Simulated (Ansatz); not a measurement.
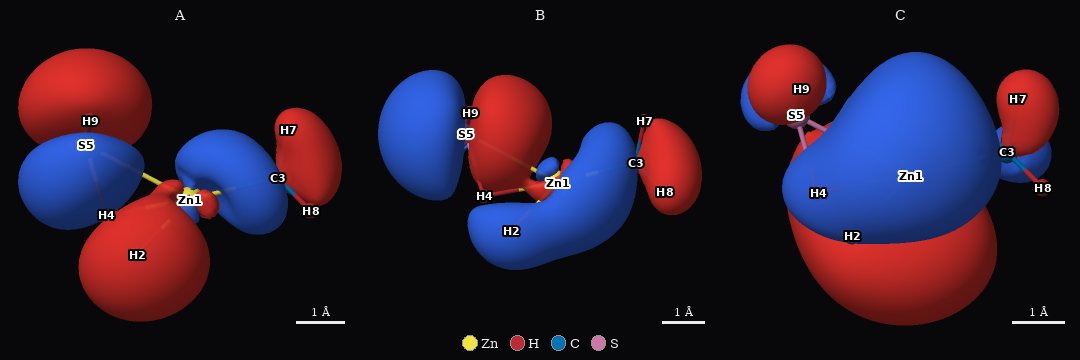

*CH6SZn. Three frontier orbitals at ±0.06 Å⁻³ᐟ² (red and blue are the two phases), in no order.*

A transition-state structure; geometry: PBE0-D4/def2-TZVP.

The calculation used Ansatz, RKS PBE0-D4/def2-TZVPP.

```yaml
atoms:
  - { symbol: Zn, position_ang: [0.0684, -0.2116, 0.3448] }
  - { symbol: H, position_ang: [0.5945, -0.2704, 1.9825] }
  - { symbol: C, position_ang: [0.0813, -1.0178, -1.4226] }
  - { symbol: H, position_ang: [-0.0314, 0.6335, 1.9791] }
  - { symbol: S, position_ang: [-1.0053, 1.8178, 1.3648] }
  - { symbol: H, position_ang: [-0.8877, -1.4831, -1.6173] }
  - { symbol: H, position_ang: [0.2456, -0.2466, -2.1779] }
  - { symbol: H, position_ang: [0.8588, -1.7774, -1.5135] }
  - { symbol: H, position_ang: [0.0760, 2.5558, 1.0600] }
```

### Order the three orbitals by energy and name them.

B is the HOMO−1 (−7.48 eV). It lies mainly on S5 (about 60 %), Zn1 (about 15 %) and C3 (about 10 %). A is the HOMO (−7.02 eV). By Hirshfeld shares it lies mainly on S5 (about 45 %), H2 (about 20 %), Zn1 (about 15 %), C3 (about 10 %) and H4 (about 5 %). C is the LUMO (−0.63 eV). Its weight (Hirshfeld) is mainly on Zn1 (about 65 %), S5 (about 10 %) and H2 (about 5 %).

### What is the HOMO–LUMO gap?

6.39 eV between the orbital energies.
